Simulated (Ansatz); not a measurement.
# Resistivity from frozen vibrations: Al(111) with 4 thermally displaced layers, 2x2, part 2 of 2

Wanted: the phonon-limited resistivity of Al at 500 K by the Landauer route.

Ansatz 0.2.0; Ansatz plane-wave DFT, PBE, PAW files; ballistic transport by layer matching (Landauer), zero bias; PAW set soft_1.

So far. Step 3 (With 8 displaced layers): Over the solved energies the transmission per spin lies between 4.43 and 4.62, out of 5.45 channels of the lead on average (up to 5.57).

### 4. With 12 displaced layers

System of this step: Al(111) with 12 thermally displaced layers, 2x2. The cell holds 72 atoms: 72 Al. Its edges and angles: a = 5.725 Å, b = 5.725 Å, c = 42.068 Å, α = 90.0°, β = 90.0°, γ = 120.0°. It derives from Al. Regions: lead, 24 atoms (24 Al); scattering region, 48 atoms (48 Al). The structure is stacked along c, and the current runs across the ab planes.

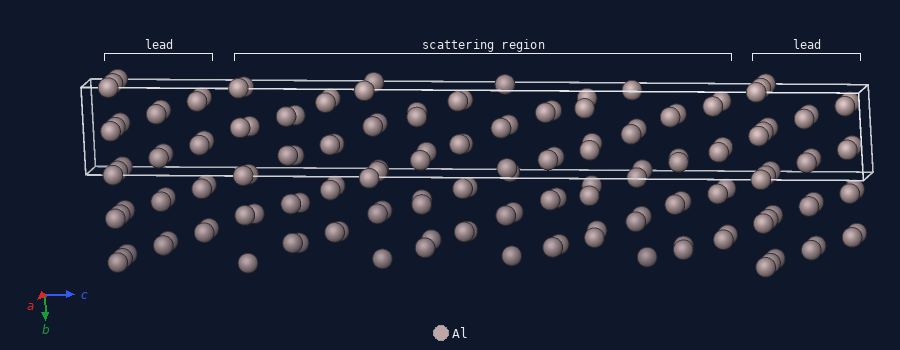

The cell of this step (aluminium light grey). 1×2×1 cells are drawn. Some periodic images of atoms are drawn too.

The input, input.yaml:

```yaml
crystal:
  lattice:
    - [5.7246940741, 0.0, 0.0]
    - [-2.862347037, 4.957730497, 0.0]
    - [0.0, 0.0, 42.0677382451]
  atoms:
    - { symbol: Al, position: [0.0, 0.0, 0.0277777778] }
    - { symbol: Al, position: [0.0, 0.5, 0.0277777778] }
    - { symbol: Al, position: [0.5, 0.0, 0.0277777778] }
    - { symbol: Al, position: [0.5, 0.5, 0.0277777778] }
    - { symbol: Al, position: [0.1666666667, 0.3333333333, 0.0833333333] }
    - { symbol: Al, position: [0.1666666667, 0.8333333333, 0.0833333333] }
    - { symbol: Al, position: [0.6666666667, 0.3333333333, 0.0833333333] }
    - { symbol: Al, position: [0.6666666667, 0.8333333333, 0.0833333333] }
    - { symbol: Al, position: [0.3333333333, 0.1666666667, 0.1388888889] }
    - { symbol: Al, position: [0.3333333333, 0.6666666667, 0.1388888889] }
    - { symbol: Al, position: [0.8333333333, 0.1666666667, 0.1388888889] }
    - { symbol: Al, position: [0.8333333333, 0.6666666667, 0.1388888889] }
    - { symbol: Al, position: [0.9871363675, 0.9977117418, 0.1951774449] }
    - { symbol: Al, position: [0.968968917, 0.452447573, 0.1942338685] }
    - { symbol: Al, position: [0.5182279658, 0.0268076653, 0.1961278879] }
    - { symbol: Al, position: [0.4772771636, 0.4821086248, 0.200301753] }
    - { symbol: Al, position: [0.2055006525, 0.3786055609, 0.2562035358] }
    - { symbol: Al, position: [0.1539152108, 0.8428569875, 0.2513347403] }
    - { symbol: Al, position: [0.6853444414, 0.3467288708, 0.2505886292] }
    - { symbol: Al, position: [0.6518238684, 0.7961923264, 0.2495181503] }
    - { symbol: Al, position: [0.3188869271, 0.1697834784, 0.3041934914] }
    - { symbol: Al, position: [0.3566979949, 0.6869137867, 0.3064548437] }
    - { symbol: Al, position: [0.84125056, 0.1689642598, 0.3042510227] }
    - { symbol: Al, position: [0.8236856862, 0.6544145571, 0.3066858466] }
    - { symbol: Al, position: [0.0074867417, 0.0143692122, 0.3572404691] }
    - { symbol: Al, position: [0.009578573, 0.4811465508, 0.3589719871] }
    - { symbol: Al, position: [0.4888099164, 0.9860734298, 0.3619592222] }
    - { symbol: Al, position: [0.4744899967, 0.4735630784, 0.3586471033] }
    - { symbol: Al, position: [0.1953002225, 0.3344273759, 0.4132653966] }
    - { symbol: Al, position: [0.1476149197, 0.7948711577, 0.4218800639] }
    - { symbol: Al, position: [0.6399483655, 0.345167848, 0.4182503667] }
    - { symbol: Al, position: [0.6393366863, 0.8407560107, 0.4195716461] }
    - { symbol: Al, position: [0.3465691333, 0.1731188514, 0.4749871476] }
    - { symbol: Al, position: [0.3409360563, 0.6749829225, 0.4718530839] }
    - { symbol: Al, position: [0.8352235755, 0.1433961465, 0.4745288011] }
    - { symbol: Al, position: [0.8090358055, 0.6397062899, 0.473286272] }
    - { symbol: Al, position: [0.0481283599, 0.0237721787, 0.5262755775] }
    - { symbol: Al, position: [0.0093299412, 0.4887721899, 0.5274164821] }
    - { symbol: Al, position: [0.4732763916, 0.9427195865, 0.5283359933] }
    - { symbol: Al, position: [0.4693387807, 0.4827606737, 0.5234825573] }
    - { symbol: Al, position: [0.1225421563, 0.3100163343, 0.5857384781] }
    - { symbol: Al, position: [0.2020212378, 0.8327102765, 0.5865139582] }
    - { symbol: Al, position: [0.6373839699, 0.2860703724, 0.5837700731] }
    - { symbol: Al, position: [0.6709093796, 0.8227381579, 0.5842137784] }
    - { symbol: Al, position: [0.3349189509, 0.1453236865, 0.6345865494] }
    - { symbol: Al, position: [0.3259881397, 0.6614493613, 0.6378615041] }
    - { symbol: Al, position: [0.8757958303, 0.2093223124, 0.6376751054] }
    - { symbol: Al, position: [0.8599245451, 0.6899259881, 0.6409664689] }
    - { symbol: Al, position: [0.0176133106, 0.9903780941, 0.6965996615] }
    - { symbol: Al, position: [0.0532725798, 0.5198661892, 0.6926385591] }
    - { symbol: Al, position: [0.5286124096, 0.0312053757, 0.6955193819] }
    - { symbol: Al, position: [0.5070109611, 0.538144139, 0.6908036008] }
    - { symbol: Al, position: [0.177243909, 0.3329334817, 0.7465225917] }
    - { symbol: Al, position: [0.1970720686, 0.8419329314, 0.7466008627] }
    - { symbol: Al, position: [0.6742138142, 0.3226643981, 0.7444567626] }
    - { symbol: Al, position: [0.6551762246, 0.8398481863, 0.751851941] }
    - { symbol: Al, position: [0.3374359234, 0.167783122, 0.8069247388] }
    - { symbol: Al, position: [0.3433636708, 0.6957603644, 0.8059885811] }
    - { symbol: Al, position: [0.8463096484, 0.1800349328, 0.8024757924] }
    - { symbol: Al, position: [0.8370432582, 0.704452337, 0.8065323828] }
    - { symbol: Al, position: [0.0, 0.0, 0.8611111111] }
    - { symbol: Al, position: [0.0, 0.5, 0.8611111111] }
    - { symbol: Al, position: [0.5, 0.0, 0.8611111111] }
    - { symbol: Al, position: [0.5, 0.5, 0.8611111111] }
    - { symbol: Al, position: [0.1666666667, 0.3333333333, 0.9166666667] }
    - { symbol: Al, position: [0.1666666667, 0.8333333333, 0.9166666667] }
    - { symbol: Al, position: [0.6666666667, 0.3333333333, 0.9166666667] }
    - { symbol: Al, position: [0.6666666667, 0.8333333333, 0.9166666667] }
    - { symbol: Al, position: [0.3333333333, 0.1666666667, 0.9722222222] }
    - { symbol: Al, position: [0.3333333333, 0.6666666667, 0.9722222222] }
    - { symbol: Al, position: [0.8333333333, 0.1666666667, 0.9722222222] }
    - { symbol: Al, position: [0.8333333333, 0.6666666667, 0.9722222222] }
kpoints:
  mp_grid: { grid: [5, 5, 1] }
hamiltonian:
  xc: pbe
  pseudopotentials: { kind: paw, azcp: { folder: soft_1 } }
scf:
  occupations: { method: fermi_dirac, width: 0.1 }
output:
  transmission:
    leads: [[0, 4]]
    kmesh: [10, 10]
    e_range: [-0.05, 0.05]
    de: 0.05
  write_potential: true
  write_density: true
  volumetric_format: npy
```

Run with:

```sh
$ ansatz run input.yaml --threads 4 --pin off --max-ram 15360MiB --backend cpu --events-out ev --progress --plain --runs-dir out
```

Numbers of over 12 decimals in the logs are rounded to 6 here.

Log:

```text
[...]
Crystal: 72 atoms, lattice volume = 1193.945 Å³
Basis set: ecut = 420 eV, 23469 PW (Γ)
Bands: 180, of which v1, the nominal top of the filled ones, is band 108 counted from 1 (107 counted from 0)
Symmetry: 1 space group operations
[...]
k-points: 13 of 25 (time reversal used)
[...]
SCF iter   1: F=—  HF=-38699.705030 eV  |F-HF|=—  |Δ(HF+E_count)|=         —  Δρ=2.47e-2  dr2=2.10e1  ethr=3.10e-3  ⟨swp⟩=6.4  Hψ=10806  notcnv=0  defer=112
[...]
SCF iter   8: F=-38696.036429 eV  HF=-38696.036429 eV  |F-HF|=2.62e-9  |Δ(HF+E_count)|=  5.82e-11  Δρ=4.69e-7  dr2=4.94e-9  ethr=4.63e-11  ⟨swp⟩=13.5  Hψ=9908  notcnv=0
SCF 1 converged in 8 iterations: F = -38696.036429 eV  dr2 = 4.94e-9
[...]
transmission: 273 of 2704 steps passed
transmission: 549 of 2704 steps passed
[...]
transmission: 2704 of 2704 steps passed
SCF converged after 8 iterations
Free energy (F): -38696.036429 eV
[...]
Internal energy: -38694.860563 eV  (E = F + TS)
E sigma→0 (E₀):  -38695.448496 eV
Entropy (-TS):   -1.175867 eV (-16.331 meV/atom)
Fermi energy:    7.932756 eV
[...]
--- Band table (eV; the first three rows and the last of 13) ---
  k-point 0: bands = [... 104 lower, 6.6146, 6.6521, 6.6978, 6.7998, 6.8238, 6.8457, 6.8900, 6.9051, ... 68 higher]
  k-point 1: bands = [... 104 lower, 6.9228, 6.9759, 7.0853, 7.1336, 7.1842, 7.2030, 7.3006, 7.4514, ... 68 higher]
  k-point 2: bands = [... 104 lower, 7.9584, 8.0152, 8.0452, 8.0827, 8.0965, 8.1141, 8.1371, 8.1618, ... 68 higher]
  k-point 12: bands = [... 104 lower, 7.7246, 7.8222, 7.8778, 7.9284, 7.9497, 7.9831, 8.0022, 8.0419, ... 68 higher]
--- Transmission ---
  basis      : 253 plane waves across, 52 finite elements along
  points     : 52, standing for a mesh of 10 x 10
[...]
channels       : 5.590000e0 a spin
[...]
junction   : crystal 0 to crystal 0, 0.70 to 40.43 Å
    transmission   : 4.304988e0 a spin
[...]
```

Elapsed: 16 min, on 4 threads of Arm Neoverse V1, shared host; peak memory 4.9 GiB.

Numbers from this step:

| Quantity | Value |
| --- | --- |
| free energy | -38696.0364 eV |
| energy at zero smearing | -38695.4485 eV |
| Fermi energy | 7.933 eV |
| transmission per spin nearest the Fermi level | 4.305 |
| open channels per spin nearest the Fermi level | 5.59 |
| step of the lead's potential | 4.9 meV |

Per spin. Table of transmission, zone mean by energy, zero at the Fermi level:

| energy (eV) | transmission, zone mean |
| --- | --- |
| -0.0500 | 4.12 |
| 0.0000 | 4.30 |
| 0.0500 | 4.33 |

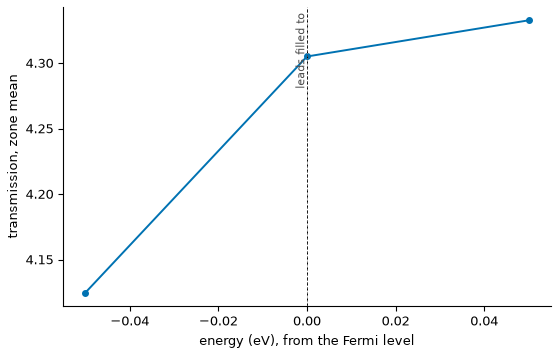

Transmission, zone mean, plotted against energy.

Over the solved energies the transmission per spin lies between 4.12 and 4.33, out of 5.49 channels of the lead on average (up to 5.59).

### 5. The fit

This step: Ansatz plane-wave DFT, PBE, PAW files; ballistic transport by layer matching (Landauer), zero bias; resistivity from the slope of the area resistance; PAW set soft_1 (Ansatz 0.2.0).

This step gave:

```
resistivity           : 7.272 µΩ cm
intercept             : -0.007875 fΩ m²
scatter about the fit : 0.003162 fΩ m²
```

Resistance, by row:

| run | length (Å) | T | channels N | RA (fΩ m²) |
| --- | --- | --- | --- | --- |
| n4 | 9.348 | 5.001 | 5.43 | 0.05787 |
| n8 | 18.7 | 4.552 | 5.45 | 0.1326 |
| n12 | 28.05 | 4.254 | 5.49 | 0.1938 |

Table of area resistance by length of the displaced region:

```
length of the displaced region (Å)  area resistance (fΩ m²)
                              9.35                   0.0579
                             18.70                    0.133
                             28.05                    0.194
```

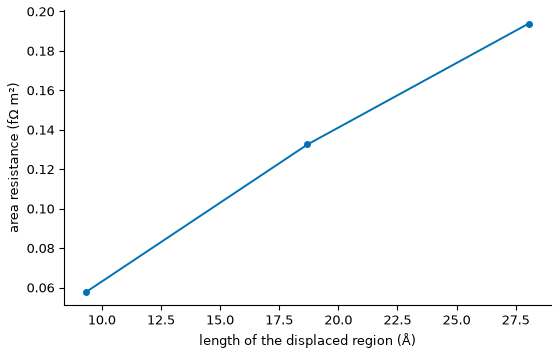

Area resistance, plotted against length of the displaced region.

The area resistance goes from 0.058 to 0.19 fΩ m² between 9.3 and 28.0 Å, a slope of 7.3 µΩ cm.

By hand from the end points: (0.1938 − 0.05787) fΩ m² / (28.05 − 9.35) Å = 7.3 µΩ cm, since 1 fΩ m² per Å is 1000 µΩ cm.

### 6. Results

- resistivity from the slope: 7.27 µΩ cm
- area resistance over 9.35 Å: 0.0579 fΩ m²
- area resistance over 18.7 Å: 0.133 fΩ m²
- area resistance over 28.0 Å: 0.194 fΩ m²

What this shows: The slope gives 7.3 µΩ cm. The points scatter by 0.0032 fΩ m² about the line, with one random draw a length in a 2x2 cell, so the slope is a rough value. The mean square of the displacements drawn is 0.75, 0.94 and 0.81 of the nominal one at the three lengths; with each resistance scaled back by that, the slope is 8.7 µΩ cm, the value used below. The lead's own channel count moves between the runs (5.43, 5.45 and 5.49), which shifts RA and the slope too. Read with a model of isotropic scattering on a spherical Fermi surface and the lead's 1.5×10¹⁵ S/m², this slope means a mean free path near 64 Å; over these lengths the model's slope is 1.09 times its bulk resistivity, which would be 8.0 µΩ cm. Uncorrelated displacements put too much weight on short waves, which scatter strongly; with the sideways repeat of a small cell, one draw and three short lengths, the method is good to a factor of two or three. The measured value is 4.99 µΩ cm (CRC Handbook of Chemistry and Physics, 84th ed., 2003, Electrical Resistivity of Pure Metals); the scaled slope is 1.7 times that and the corrected value 1.6: clearly high.

[Logs are printed without paths, hosts, clocks, repeated set-up lines and the standing remarks that a program may print on its own settings, such as how far it seeks lower states.]

[Hosts, paths, dates, database ids (printed as entryN), source tags and the programs' standing remarks are cut or masked in the printed files.]
